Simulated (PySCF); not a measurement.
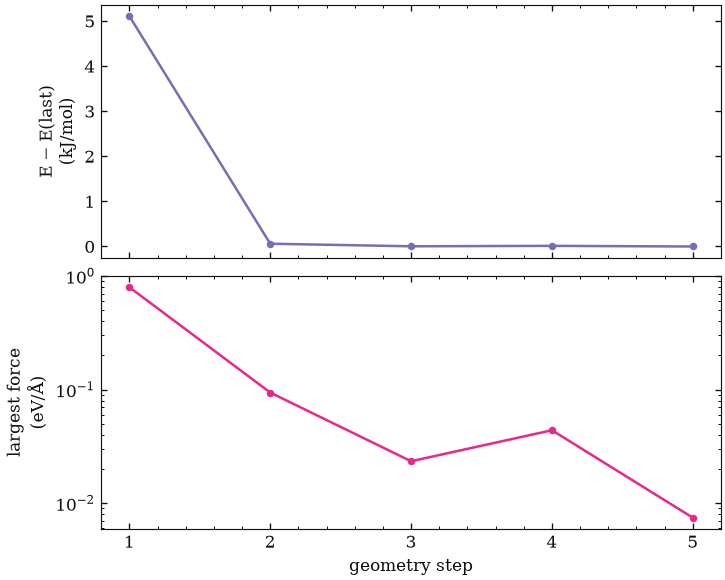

History of a geometry optimisation.

The run: 2-methoxynaphthalene (SMILES COc1ccc2ccccc2c1), by PBE0-D3(BJ)/def2-SVP, geometry optimisation (PySCF).

**How did the optimisation end?**

The optimisation met its thresholds at geometry 5, counting the start as the first. The energy fell by about 5.1 kJ/mol from the first step to the last. The largest force goes from about 0.8 eV/Å at the start to 7 × 10⁻³ eV/Å at the end.
